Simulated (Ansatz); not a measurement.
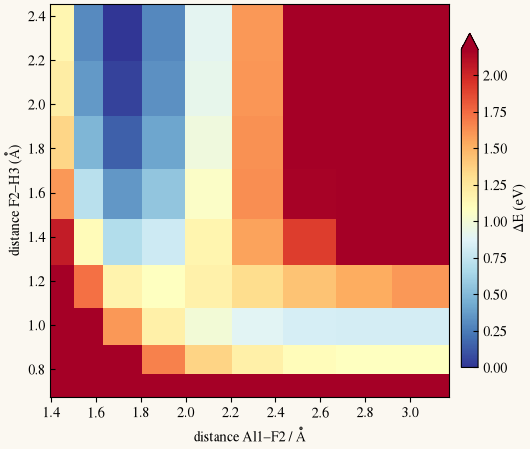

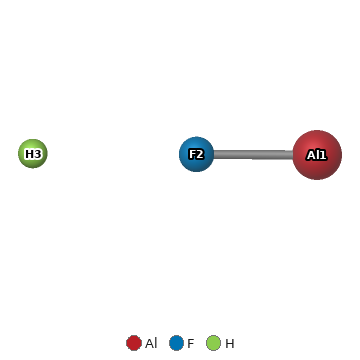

Energy landscape of the system Al + FH, spin multiplicity 2. Coordinates scanned: (1) distance Al1–F2; (2) distance F2–H3. Nothing is relaxed (the angle Al1–F2–H3 is fixed at 180 degrees). The scan uses a 9 × 9 grid. All energies are given in eV relative to the lowest grid point. Energies and slopes of some neighbouring points disagree (a jump in structure or state, or too coarse a mesh). These are results of Ansatz 0.2.0, UKS PBE-D4/aug-cc-pVTZ, not measurements.

In the figure: one coloured cell a grid point, one colour for all values above the top of the scale. The second picture is the structure at the lowest point.

Question: Describe this landscape.

Answer: The lowest grid point is at distance Al1–F2 = 1.712 Å, distance F2–H3 = 2.328 Å. It lies in a valley that leaves the map towards separated partners. Other grid points that lie below all their neighbours: distance Al1–F2 = 2.793 Å, distance F2–H3 = 0.992 Å (0.82 eV higher). The highest grid point, distance Al1–F2 = 1.448 Å, distance F2–H3 = 0.728 Å, lies 6.45 eV above the lowest.

Grid values (eV):

```csv
"distance F2–H3 ↓, distance Al1–F2 →",1.448,1.555,1.712,1.895,2.098,2.316,2.549,2.793,3.048
2.328,1.15,0.30,0.00,0.29,0.90,1.60,2.29,2.92,3.47
2.073,1.21,0.36,0.05,0.33,0.92,1.60,2.28,2.90,3.42
1.829,1.35,0.48,0.15,0.41,0.97,1.62,2.26,2.82,3.28
1.596,1.60,0.71,0.35,0.56,1.06,1.63,2.17,2.61,2.95
1.378,2.04,1.12,0.69,0.80,1.16,1.56,1.91,2.18,2.39
1.175,2.72,1.73,1.17,1.08,1.19,1.32,1.43,1.52,1.59
0.992,3.55,2.41,1.59,1.19,1.00,0.89,0.83,0.82,0.82
0.835,4.60,3.32,2.27,1.67,1.36,1.19,1.11,1.08,1.08
0.728,6.45,5.10,4.02,3.40,3.06,2.88,2.78,2.75,2.74
```

Each point was launched as `ansatz run input.yaml --threads 1 --pin off --max-ram 2048MiB --backend cpu --events-out ev --progress --plain --runs-dir out`. Time for the 81 points that were run: 7.1 min on 1 thread of Intel(R) Xeon(R) Platinum 8488C (Sapphire Rapids), with other jobs on the host.
